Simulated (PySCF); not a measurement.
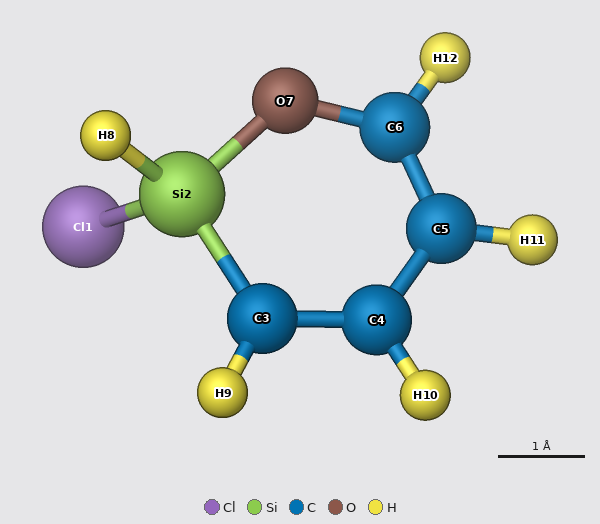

**Figure 1.** The structure as given in the input (ball-and-stick view, seen at a tilt; atoms are numbered from 1 in the order of the input). Bond lengths as drawn: Cl–Si 2.07 Å, C–C 1.35 to 1.45 Å, C–H 1.09 to 1.10 Å, C–O 1.33 Å, C–Si 1.83 Å, H–Si 1.48 Å and O–Si 1.69 Å.

# What a change does: NMR shielding calculation on C4H5ClOSi

System: C4H5ClOSi.
Method of run 1: GIAO PBE0/STO-3G NMR shielding, non-relativistic, gas phase (PySCF 2.14.0).

The geometry comes from this level: PBE0-D3(BJ)/def2-SVP. Text and figures count atoms from 1; the logs count them from 0 in places.

**Input file, run 1**
```
{"job": {"kind": "nmr", "xc": "PBE0", "basis": "STO-3G", "pop": true}, "charge": 0, "multiplicity": 1}
Cl     5.079088    -0.141296    -2.323024
Si     3.780589    -0.026007    -0.712699
C      2.692784     1.442872    -0.778212
C      1.382729     1.251990    -1.088653
C      0.755578    -0.030153    -1.318074
C      1.409512    -1.204818    -1.170239
O      2.690741    -1.317643    -0.814369
H      4.618702    -0.248871     0.487320
H      3.054953     2.462856    -0.619722
H      0.726711     2.127278    -1.167822
H     -0.298865    -0.065492    -1.594592
H      0.916372    -2.171527    -1.314040
```

The first line tells a small driver script what to run in PySCF; the rest is the geometry in Å.

Launched with:
```bash
OMP_NUM_THREADS=1 python <driver script> task.json out
```

Hardware: 1 CPU thread, shared host.

**Output (run 1)**
```
coarse grid: 11784 points
cycle   1  E = -968.5725191523  dE =  8.257e-01  |g| = 5.501e-01  |ddm| = 4.756e+00
cycle   2  E = -968.5135369711  dE =  5.898e-02  |g| = 7.830e-01  |ddm| = 1.770e+00
cycle   3  E = -968.6778825049  dE = -1.643e-01  |g| = 1.541e-01  |ddm| = 1.033e+00
cycle   4  E = -968.6853547922  dE = -7.472e-03  |g| = 5.422e-02  |ddm| = 3.014e-01
cycle   5  E = -968.6863191334  dE = -9.643e-04  |g| = 1.289e-02  |ddm| = 9.168e-02
cycle   6  E = -968.6863710545  dE = -5.192e-05  |g| = 4.703e-03  |ddm| = 2.222e-02
cycle   7  E = -968.6863780218  dE = -6.967e-06  |g| = 9.657e-04  |ddm| = 6.992e-03
final grid: 106576 points
cycle   8  E = -968.6294736238  dE = -2.450e-06  |g| = 5.201e-03  |ddm| = 1.505e-02
cycle   9  E = -968.6294612671  dE =  1.236e-05  |g| = 8.065e-03  |ddm| = 1.761e-02
cycle  10  E = -968.6294818468  dE = -2.058e-05  |g| = 1.014e-03  |ddm| = 1.171e-02
cycle  11  E = -968.6294821847  dE = -3.378e-07  |g| = 1.844e-04  |ddm| = 1.546e-03
cycle  12  E = -968.6294821949  dE = -1.019e-08  |g| = 3.353e-05  |ddm| = 2.650e-04
cycle  13  E = -968.6294821950  dE = -1.751e-10  |g| = 2.655e-05  |ddm| = 8.036e-05
converged SCF energy = -968.6294821950

GIAO shielding tensors (ppm)
atom      isotropic    diamagn.    paramagn.     s11        s22        s33       span
  0 Cl    1141.829    1126.200      15.629   1063.072   1141.408   1221.006    157.934
  1 Si     524.451     866.022    -341.571    463.379    545.056    564.917    101.538
  2 C      148.919     254.456    -105.537     57.467    158.252    231.038    173.571
  3 C      116.477     254.213    -137.736     24.698    107.462    217.272    192.574
  4 C      139.665     256.744    -117.079     54.686    144.981    219.328    164.642
  5 C      111.616     256.735    -145.118     37.988    121.879    174.982    136.994
  6 O      291.628     371.826     -80.198     83.962    299.443    491.481    407.519
  7 H       28.674      29.235      -0.561     24.130     25.799     36.094     11.964
  8 H       27.425      29.277      -1.852     24.083     28.232     29.960      5.876
  9 H       25.935      32.208      -6.273     22.936     25.746     29.123      6.187
 10 H       27.018      33.971      -6.953     24.005     27.470     29.578      5.573
 11 H       25.729      31.081      -5.352     22.577     26.399     28.212      5.635
```

The input of run 2 differs as follows (lines with − go, lines with + come):
```diff
-"basis": "STO-3G"
+"basis": "6-31G"
```

How does run 2 compare with run 1?

The total energy of run 2 is 6949.7 kcal/mol lower, which measures the change of basis and not a stability. The HOMO goes from −4.25 to −6.68 eV. The LUMO goes from 1.79 to −1.26 eV. The dipole moment goes from 2.75 to 3.39 D. Of all shieldings, the largest change is that of Cl1, by −282.2 ppm. The SCF takes 14 iterations against 13. The basis functions go from 48 to 81.

**Output (run 2)**
```
coarse grid: 11784 points
cycle   1  E = -979.6811895536  dE =  1.208e+00  |g| = 6.167e-01  |ddm| = 3.518e+00
cycle   2  E = -979.6145435136  dE =  6.665e-02  |g| = 8.755e-01  |ddm| = 1.574e+00
cycle   3  E = -979.7706590685  dE = -1.561e-01  |g| = 1.351e-01  |ddm| = 8.952e-01
cycle   4  E = -979.7748967671  dE = -4.238e-03  |g| = 3.898e-02  |ddm| = 1.936e-01
cycle   5  E = -979.7752152720  dE = -3.185e-04  |g| = 1.949e-02  |ddm| = 5.887e-02
cycle   6  E = -979.7753265512  dE = -1.113e-04  |g| = 1.487e-03  |ddm| = 2.354e-02
cycle   7  E = -979.7753270290  dE = -4.777e-07  |g| = 1.034e-03  |ddm| = 3.339e-03
final grid: 106576 points
cycle   8  E = -979.7045589933  dE = -8.174e-06  |g| = 7.790e-03  |ddm| = 1.830e-02
cycle   9  E = -979.7045375163  dE =  2.148e-05  |g| = 1.266e-02  |ddm| = 1.902e-02
cycle  10  E = -979.7045726753  dE = -3.516e-05  |g| = 1.816e-03  |ddm| = 1.299e-02
cycle  11  E = -979.7045735240  dE = -8.487e-07  |g| = 2.238e-04  |ddm| = 2.099e-03
cycle  12  E = -979.7045735362  dE = -1.226e-08  |g| = 7.966e-05  |ddm| = 3.117e-04
cycle  13  E = -979.7045735380  dE = -1.740e-09  |g| = 3.032e-05  |ddm| = 1.296e-04
cycle  14  E = -979.7045735382  dE = -2.387e-10  |g| = 9.432e-06  |ddm| = 3.863e-05
converged SCF energy = -979.7045735382

GIAO shielding tensors (ppm)
atom      isotropic    diamagn.    paramagn.     s11        s22        s33       span
  0 Cl     859.602    1145.164    -285.562    682.902    911.162    984.741    301.839
  1 Si     413.903     878.141    -464.237    370.136    427.848    443.726     73.590
  2 C       94.711     262.325    -167.614     -2.191    101.749    184.575    186.765
  3 C       58.559     254.353    -195.794    -55.135     44.769    186.043    241.179
  4 C       96.128     257.787    -161.660     -3.382    112.461    179.304    182.686
  5 C       52.287     252.240    -199.953    -40.413     64.850    132.423    172.837
  6 O      181.464     400.407    -218.943     70.375    105.385    368.632    298.257
  7 H       26.471      28.010      -1.539     22.272     23.982     33.159     10.887
  8 H       26.827      28.781      -1.955     24.474     27.688     28.318      3.844
  9 H       25.316      30.318      -5.002     23.264     24.544     28.140      4.876
 10 H       27.058      31.988      -4.930     25.307     27.555     28.312      3.005
 11 H       25.106      29.253      -4.147     21.299     26.586     27.432      6.133
```

**The two runs side by side**

```tsv
quantity	run 1	run 2
outcome	converged	converged
total energy (hartree)	−968.629482	−979.704574
HOMO (eV)	−4.25	−6.68
LUMO (eV)	1.79	−1.26
dipole moment (D)	2.75	3.39
shielding of Cl1 (ppm)	1141.8	859.6
shielding of Si2 (ppm)	524.5	413.9
shielding of C3 (ppm)	148.9	94.7
shielding of C4 (ppm)	116.5	58.6
shielding of C5 (ppm)	139.7	96.1
shielding of C6 (ppm)	111.6	52.3
shielding of O7 (ppm)	291.6	181.5
SCF iterations	13	14
basis functions	48	81
wall time (shared host)	4.6 s	9.3 s
```
